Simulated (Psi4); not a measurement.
# SiH2O (oxosilane): MP2/def2-TZVPP

Aim: the energy change on altering one bond length of SiH2O (oxosilane) at MP2/def2-TZVPP, from 2 runs. 

The calculation is run with Psi4 1.11.

3 further runs of the same task are left out: 3 set aside as unsound or not needed.

## 1. The molecule

SiH2O: 4 atoms, total charge 0, spin state singlet. As SMILES, `O=[SiH2]`. The coordinates come from a PBE0-D4/def2-TZVP relaxation.

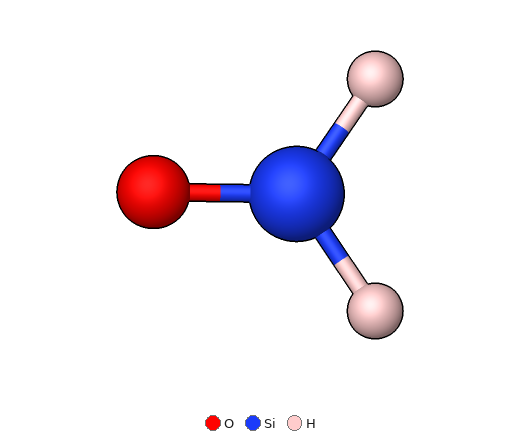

Viewed from a chosen angle; oxygen red, silicon blue, hydrogen pink.

## 2. A single-point energy at MP2/def2-TZVPP

Input file calc.py:

```python
import psi4

psi4.set_memory('2200 MB')
psi4.set_num_threads(1)
psi4.set_output_file('psi4.out', False)

molecule = psi4.geometry("""
0 1
O     -0.283200     0.413500     1.469500
Si    -0.006700     0.009800     0.034900
H      0.439900    -1.346000    -0.376200
H     -0.150000     0.922700    -1.128300
symmetry c1
no_reorient
no_com
""")

psi4.set_options({
    'basis': 'def2-TZVPP',
    'puream': True,
    'e_convergence': 1e-09,
    'd_convergence': 1e-08,
    'scf_type': 'pk',
    'num_frozen_docc': 6,
    'mp2_type': 'conv',
})

E = psi4.energy('mp2')
print(f'mp2 energy: {E:.10f} Eh')
```

On the command line:

```sh
$ python calc.py
```

psi4.out:

```text
[...]
  Running in c1 symmetry.
[...]
  Nuclear repulsion =   52.484789994440838
[...]
  Multiplicity = 1
[...]
  Nalpha       = 12
  Nbeta        = 12
[...]
    Number of basis functions: 101
[...]
   @RHF iter   1:  -364.82811296024181   -7.08077e-01   6.07018e-03 DIIS/ADIIS
[...]
   @RHF iter  11:  -364.98586165312310   -2.10321e-12   2.96356e-09 DIIS
[...]
    Orbital Energies [Eh]
    ---------------------
    Doubly Occupied:
       1A    -68.823242     2A    -20.509353     3A     -6.171754
       4A     -4.279984     5A     -4.276399     6A     -4.276297
       7A     -1.245031     8A     -0.700822     9A     -0.550978
      10A     -0.523340    11A     -0.454242    12A     -0.443132
[...]
  @RHF Final Energy:  -364.98586165312310
   => Energetics <=
    Nuclear Repulsion Energy =             52.4847899944408383
    One-Electron Energy =                -610.4321563317394066
    Two-Electron Energy =                 192.9615046841755372
    Total Energy =                       -364.9858616531230382
[...]
 Multipole Moments:
 ------------------------------------------------------------------------------------
     Multipole            Electronic (a.u.)      Nuclear  (a.u.)        Total (a.u.)
 ------------------------------------------------------------------------------------
 L = 1.  Multiply by 2.5417464519 to convert [e a0] to [Debye]
 Dipole X            :          4.2252643           -3.9107882            0.3144761
 Dipole Y            :         -6.1697043            5.7105634           -0.4591410
 Dipole Z            :        -21.9272368           20.2958476           -1.6313892
 Magnitude           :                                                    1.7236985
[...]
	SCS-MP2 Total Energy (a.u.)        :  -365.34660482207966
	SOS-MP2 Total Energy (a.u.)        :  -365.31890076208134
	SCSN-MP2 Total Energy (a.u.)       :  -365.13213908991412
[...]
	SOS-PI-MP2 Total Energy (a.u.)     :  -365.37440728024103
[...]
	MP2 Total Energy (a.u.)            :  -365.34650642391654
[...]
```

Standard output:

```text
mp2 energy: -365.3465064239 Eh
```

Wall time 7.5 s (1 thread of Intel Xeon Platinum 8259CL at 2.50GHz (Skylake/Cascade Lake), shared host); peak memory 0.6 GiB.

## 3. The distorted shape, same level

Input file h2osi.xyz:

```xyz
4
H2OSi
O     -0.168565    -0.316790     2.400022
Si     0.107935    -0.720490     0.965422
H      0.554535    -2.076290     0.554322
H     -0.150000     0.922700    -1.128300
```

Input file h2osi_ase.py:

```python
import numpy as np
from ase.calculators.psi4 import Psi4
from ase.io import read

mol = read('h2osi.xyz')
calc = Psi4(atoms=mol, method='mp2', basis='def2-TZVPP', memory='2200MB', num_threads=1, charge=0, multiplicity=1, label='psi4-calc')
calc.psi4.set_options({'puream': True, 'e_convergence': 1e-09, 'd_convergence': 1e-08, 'scf_type': 'pk', 'num_frozen_docc': 6, 'mp2_type': 'conv'})
mol.calc = calc

print(f'energy: {mol.get_potential_energy():.6f} eV')
```

On the command line:

```sh
$ python h2osi_ase.py
```

psi4-calc.dat:

```text
[...]
  Running in c1 symmetry.
[...]
  Nuclear repulsion =   49.739074117471361
[...]
  Multiplicity = 1
[...]
  Nalpha       = 12
  Nbeta        = 12
[...]
    Number of basis functions: 101
[...]
   @RHF iter   1:  -364.67852223486472   -7.95610e-01   6.10522e-03 DIIS/ADIIS
[...]
   @RHF iter  12:  -364.84197047709870   -1.54046e-11   5.22899e-09 DIIS
[...]
    Orbital Energies [Eh]
    ---------------------
    Doubly Occupied:
       1A    -68.883922     2A    -20.543584     3A     -6.226224
       4A     -4.333660     5A     -4.330674     6A     -4.330267
       7A     -1.274170     8A     -0.690029     9A     -0.552393
      10A     -0.502039    11A     -0.484524    12A     -0.366119
[...]
  @RHF Final Energy:  -364.84197047709870
   => Energetics <=
    Nuclear Repulsion Energy =             49.7390741174713611
    One-Electron Energy =                -604.1268796606839260
    Two-Electron Energy =                 189.5458350661139377
    Total Energy =                       -364.8419704770986982
[...]
 Multipole Moments:
 ------------------------------------------------------------------------------------
     Multipole            Electronic (a.u.)      Nuclear  (a.u.)        Total (a.u.)
 ------------------------------------------------------------------------------------
 L = 1.  Multiply by 2.5417464519 to convert [e a0] to [Debye]
 Dipole X            :          0.0451157            0.3505476            0.3956633
 Dipole Y            :         -0.9538377           -0.0076150           -0.9614527
 Dipole Z            :          2.1728255           -3.1857291           -1.0129036
 Magnitude           :                                                    1.4515214
[...]
	SCS-MP2 Total Energy (a.u.)        :  -365.22061590715089
	SOS-MP2 Total Energy (a.u.)        :  -365.19206165476714
	SCSN-MP2 Total Energy (a.u.)       :  -364.99273692968484
[...]
	SOS-PI-MP2 Total Energy (a.u.)     :  -365.25041018437855
[...]
	MP2 Total Energy (a.u.)            :  -365.21937588230702
[...]
```

Standard output:

```text
energy: -9938.125421 eV
```

It took 7.8 s on 1 thread of Intel Xeon Platinum 8259CL at 2.50GHz (Skylake/Cascade Lake), shared host; peak memory 0.6 GiB.

## 4. Summary of results

At MP2/def2-TZVPP, 6 core orbitals frozen:

| quantity | value |
| --- | --- |
| first shape: total energy | -365.34651 Eh |
| first shape: HOMO energy (Hartree–Fock orbitals) | -12.06 eV |
| first shape: LUMO energy (Hartree–Fock orbitals) | 0.97 eV |
| first shape: HOMO–LUMO gap (Hartree–Fock orbitals) | 13.02 eV |
| first shape: correlation energy (6 core orbitals frozen) | -360.6 mEh |
| distorted shape: total energy | -365.21938 Eh |
| distorted shape: HOMO energy (Hartree–Fock orbitals) | -9.96 eV |
| distorted shape: LUMO energy (Hartree–Fock orbitals) | -0.70 eV |
| distorted shape: HOMO–LUMO gap (Hartree–Fock orbitals) | 9.27 eV |
| distorted shape: correlation energy (6 core orbitals frozen) | -377.4 mEh |
| energy change with the Si2–H4 bond stretched from 1.486 to 2.674 Å | 3.459 eV |

**Reading.** One bond (distorted shape) is far stretched, which a spin-restricted single reference describes badly; perturbation theory on it can break down and give far too much correlation. With the Si2–H4 bond stretched from 1.486 to 2.674 Å the energy rises by 3.46 eV (80 kcal/mol). The first shape isn't relaxed at this level, so the change isn't measured from a minimum. A restricted reference can't describe the breaking bond well at this length.
